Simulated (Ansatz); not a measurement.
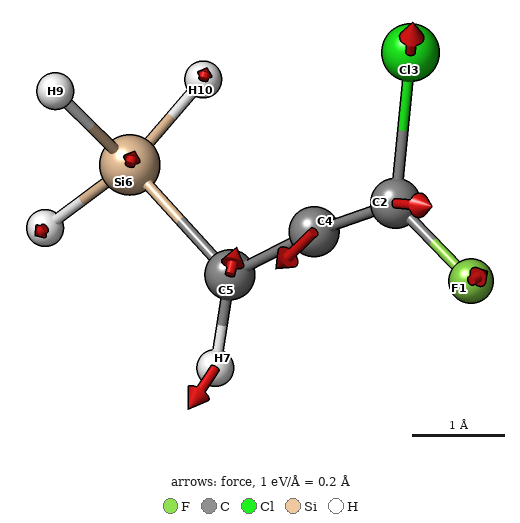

Starting geometry of C$_{3}$H$_{4}$ClFSi (coarse preliminary run) with the computed forces as red arrows. Style: ball-and-stick. Shown from a free direction.

The start comes from a force field.

These are results of RKS PBE-D4/def2-SVP in Ansatz 0.2.0, not measurements. Settings: force threshold 0.03 eV/Å; at most 200 steps.

What follows when this structure is relaxed?

Answer. It isn't relaxed: the largest force vector, on a C atom, is 3.73 eV/Å. The final displacements have little in common with the starting forces (cosine between the two patterns 0.21). The largest move after the best rigid fit is that of the F atom, 1.45 Å. Largest moves by element: F 1.45 Å, H 1.30 Å, Cl 1.04 Å, C 0.57 Å, Si 0.14 Å. Among the contacts that change: C–H 1.052 → 1.111 Å, C–Cl 1.678 → 1.735 Å, C–Si 1.839 → 1.893 Å, H–Si 1.461 → 1.506 Å. Bond angles that change, for instance: Cl–C–C 114.5° → 123.1°, C–C–H 125.0° → 119.1°, F–C–Cl 118.6° → 113.0°. Groups turn about C–Si by about 60°. After 20 geometry steps the energy has fallen by 2.961 eV. Largest force component: 3.3 eV/Å at the start, 0.023 eV/Å at the end. Cost: 11 s on 4 threads of AMD EPYC 9R45 96-Core, on a shared host.
